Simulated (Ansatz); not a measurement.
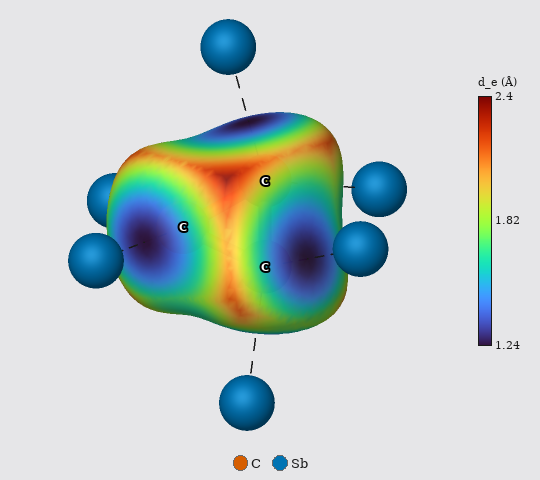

Hirshfeld surface computed for one C$_{3}$ unit (covalently bonded non-metal atoms) in Sb2C3 (P321, No. 150), coloured by d_e. Dashed lines lead to the closest neighbours outside.

The surface is where the fragment's share of the procrystal density (the sum of the densities of spherically averaged neutral Hartree-Fock atoms) equals one half. d_i and d_e are the distances from the surface to the nearest nucleus inside and outside. From Rb on the atoms have core potentials, so only their outer electrons count.

Source of the atomic positions: coordinates from a relaxation with DFT PBE, scalar-relativistic, plane waves, PAW in Ansatz; the starting structure was generated, so it need not be a known form of this composition.

```cif
data_structure
_symmetry_space_group_name_H-M 'P 1'
_symmetry_Int_Tables_number 1
_cell_length_a 4.1672
_cell_length_b 4.1672
_cell_length_c 6.3787
_cell_angle_alpha 90.000
_cell_angle_beta 90.000
_cell_angle_gamma 120.000
_cell_volume 95.93
loop_
_atom_site_label
_atom_site_type_symbol
_atom_site_fract_x
_atom_site_fract_y
_atom_site_fract_z
_atom_site_occupancy
Sb1 Sb 0.33333 0.66667 0.22606 1
Sb2 Sb 0.66667 0.33333 0.77394 1
C1 C 0.20686 0.20686 0.00000 1
C2 C 0.79314 0.00000 0.00000 1
C3 C 0.00000 0.79314 0.00000 1
```

What is the shortest distance from the fragment to an atom outside it?

Answer. C–Sb, 2.24 Å.

How is the surface shared among contacts (nearest atom inside ··· nearest atom outside)?

Answer. C···Sb 86 %, C···C 14 %. The surface faces 9 neighbours with more than 2 % of its area each: 6 Sb + 3 C.

Give the size and shape of the surface.

Answer. It encloses about 21.7 Å³, has an area of about 40 Å² and a globularity of 0.94 (1 for a sphere).
